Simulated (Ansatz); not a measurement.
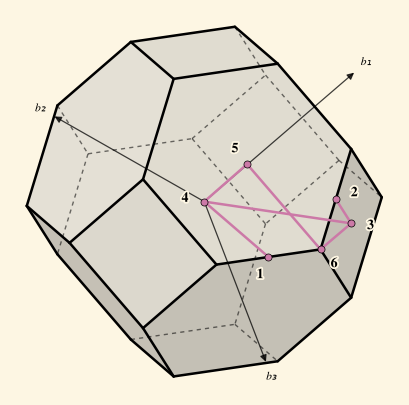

The first Brillouin zone of a face-centred cubic lattice (cF; extended symbol cF2) is drawn with its special points numbered. Crystal: TaSi, the geometry relaxed with DFT, PBE, PAW with Ansatz's default frozen-core files, scalar-relativistic (Ansatz 0.2.0); the starting structure was generated, so it need not be a known form of this composition. Symmetry computed with spglib at a tolerance of 0.002 Å; standard conventional cell.

a = 5.770 Å, b = 5.770 Å, c = 5.770 Å, α = 90.00°, β = 90.00°, γ = 90.00°.

Labels and path follow the convention of Hinuma et al. (2017), as computed by seekpath; the arrows show the directions of the reciprocal primitive vectors b₁, b₂, b₃, in which coordinates are given.

### Give the label and coordinates of each numbered point.

```json
{"no.": "1", "label": "K", "coordinates": "(3/8, 3/8, 3/4)"}
{"no.": "2", "label": "U", "coordinates": "(5/8, 1/4, 5/8)"}
{"no.": "3", "label": "X", "coordinates": "(1/2, 0, 1/2)"}
{"no.": "4", "label": "Γ", "coordinates": "(0, 0, 0)"}
{"no.": "5", "label": "L", "coordinates": "(1/2, 1/2, 1/2)"}
{"no.": "6", "label": "W", "coordinates": "(1/2, 1/4, 3/4)"}
```
